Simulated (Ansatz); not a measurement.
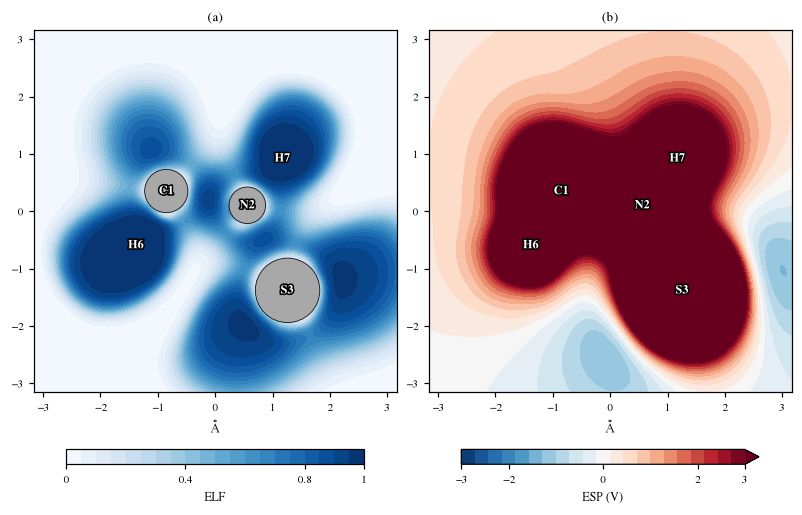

Figure. CH₄NS (SMILES CN[S]) (doublet). (a) ELF; (b) electrostatic potential on the plane of atoms S3, N2 and H7. Grey discs cover the atomic cores in the ELF map.

Geometry: PBE0-D3(BJ)/def2-SVP.

Computed with isolated molecule in a Gaussian basis; Kohn-Sham density functional theory, functional PBE0 in Ansatz.

The calculation's input:

```
crystal:
  periodic: [false, false, false]
  atoms:
    - symbol: C
      position_ang: [0.216480, 0.418128, -1.607242]
    - symbol: N
      position_ang: [0.253366, -0.719042, -0.724205]
    - symbol: S
      position_ang: [1.490535, -1.790929, -0.617414]
    - symbol: H
      position_ang: [-0.127037, 1.319577, -1.072978]
    - symbol: H
      position_ang: [-0.455601, 0.249261, -2.467897]
    - symbol: H
      position_ang: [1.230327, 0.595629, -1.988851]
    - symbol: H
      position_ang: [-0.593631, -0.910207, -0.195531]
basis:
  gaussian:
    orbitals: def2-TZVPD
magnetization:
  spin_polarized: true
  initial_magnetization: 1
hamiltonian:
  xc: {name: PBE0}
output:
  forces: true
  orbitals: {seedname: orbitals}
```

Run with:

```sh
ansatz run input.yaml --threads 1 --pin off --max-ram 2610MiB --events-out events.jsonl --progress --plain --runs-dir runs
```

**Interpret the plot.**

- The section cuts through C, N, S and H sites.
- C–N (1.44 Å): the ELF peaks at about 0.95 between the atoms; localised, covalent bonding.
- S–N (1.64 Å): the ELF peaks at about 0.85 between the atoms: a covalent bond.
- N–H (1.02 Å): the ELF climbs to about 1 towards the hydrogen, as it does in any bond to H: a covalent bond by its length.
- C–H (1.10 Å): the ELF climbs to about 1 towards the hydrogen; a covalent bond by its length.
- The ELF also peaks beside S3, away from the bonds: non-bonding electrons, paired or unpaired.
- Outside the dense part of the molecule the potential is most negative (−1.3 V) near S3.
